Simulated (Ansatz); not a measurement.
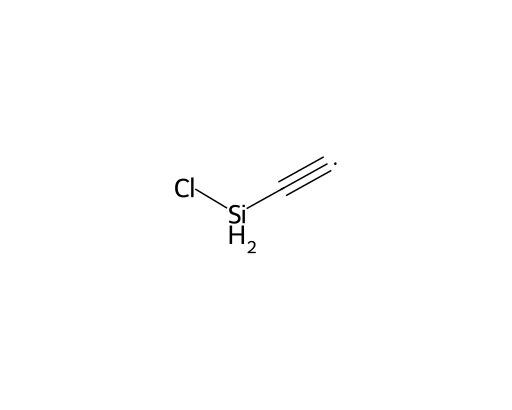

The drawing above gives the connectivity. Charge 0, doublet. The computed structure is the end point of a PBE0-D4/def2-TZVP optimisation. No frequency run is at hand to confirm it as a minimum.

What does the molecule look like in three dimensions?

Formula C₂H₂ClSi. Its SMILES string is `[C]#C[SiH2]Cl`. It has no ring. Among its groups: Si–H bond. This geometry has Cs symmetry. It is an open-shell species. Coordination: 1 C linear; 1 Si tetrahedral.

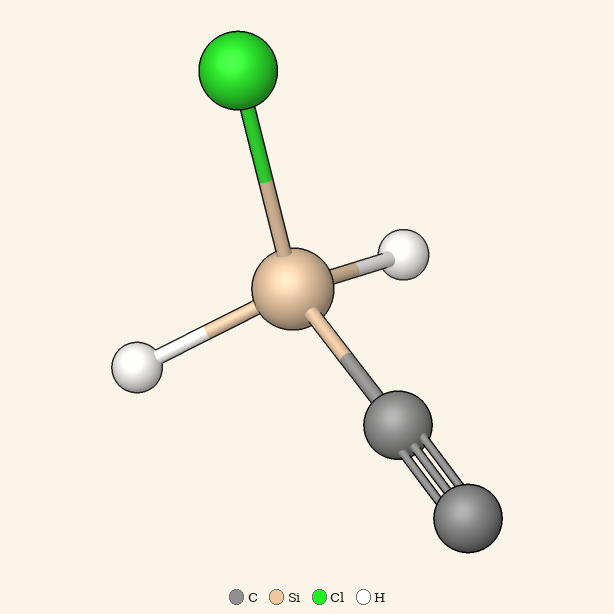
